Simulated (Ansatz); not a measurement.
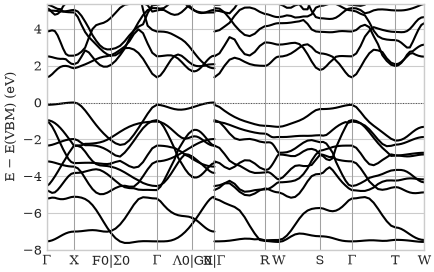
Band structure from LDA (plane waves, PAW; program Ansatz)

Read off the gap and where the band edges lie.

About 1.4 eV (1.37 eV by a search for the band edges); maximum at X, minimum at Γ.

The material is Ga2S3 in space group Imm2 (No. 44; Ga on 4d, S on 4d, S on 2a).

The first step of the workflow began from a Materials Project structure, measured or hypothetical; the Crystallography Open Database copy checked does not list it. COD files the formula under space group No. 9. Whether it is the stable phase at ambient conditions was not checked. The cell was relaxed with LDA under the symmetry of its start; whether a distortion lowers the energy is not shown. Spin–orbit coupling is left out wherever it is not named.

Potentials: the later of the program's two PAW sets.
